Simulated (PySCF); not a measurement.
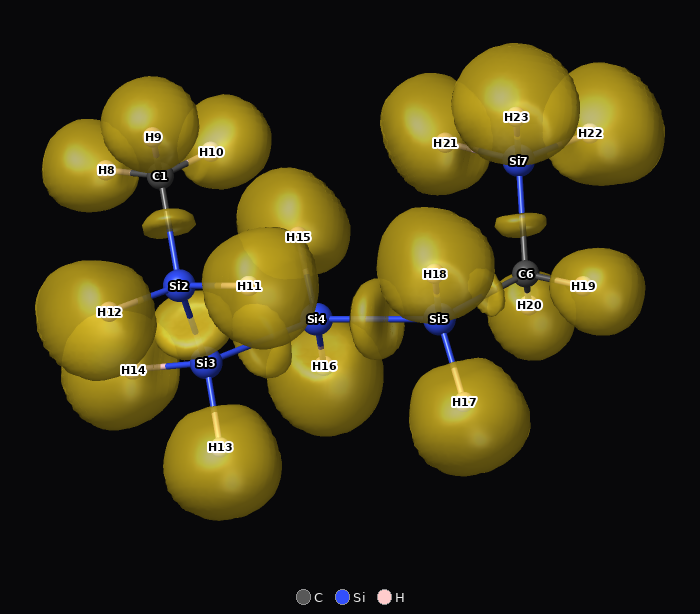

Figure 1: C$_{2}$H$_{16}$Si$_{5}$ (SMILES C[SiH2][SiH2][SiH2][SiH2]C[SiH3]). Isosurface of the ELF at 0.9 (yellow), seen at an oblique angle. Core shells and regions of very low density are left out.

Geometry: GFN2-xTB.

Method: PBE0/pcSseg-1, SCF density, gas phase, non-relativistic (PySCF).

The calculation's input:

```
{"job": {"kind": "nmr", "xc": "PBE0", "basis": "pcSseg-1"}, "charge": 0, "multiplicity": 1}
C     -3.386061     0.882259     0.492816
Si    -2.993192    -0.942947     0.849368
Si    -1.774608    -1.847293    -0.901396
Si     0.230402    -0.762236    -1.354353
Si     1.751947    -0.745282     0.390569
C      3.306590     0.291732     0.018948
Si     3.031646     2.164978    -0.102451
H     -4.036265     0.984536    -0.371660
H     -3.883149     1.356120     1.334047
H     -2.479819     1.446722     0.289948
H     -2.228210    -0.985511     2.106021
H     -4.270859    -1.607160     1.146771
H     -1.491563    -3.260841    -0.597966
H     -2.612244    -1.940104    -2.110175
H     -0.086005     0.621107    -1.757806
H      0.867535    -1.305740    -2.567301
H      2.205220    -2.107915     0.723485
H      1.151965    -0.221036     1.628090
H      4.053996     0.100631     0.790382
H      3.745670    -0.059263    -0.916127
H      2.114211     2.460707    -1.205270
H      4.311014     2.839302    -0.346524
H      2.467028     2.664215     1.153588
```

Command:

```sh
OMP_NUM_THREADS=1 python probes_run.py task.json out
```

Describe the localisation domains.

At this value the surface marks out three regions between bonded C–Si atoms (shared pairs), three regions between bonded Si–Si atoms (shared pairs) and 16 regions around hydrogen nuclei.

Values along the shortest contacts:
C–Si (1.90 Å): the ELF peaks at about 0.95 between the atoms (a covalent bond). Si–Si (2.32 Å): the ELF peaks at about 1 between the atoms, as expected for localised, covalent bonding.
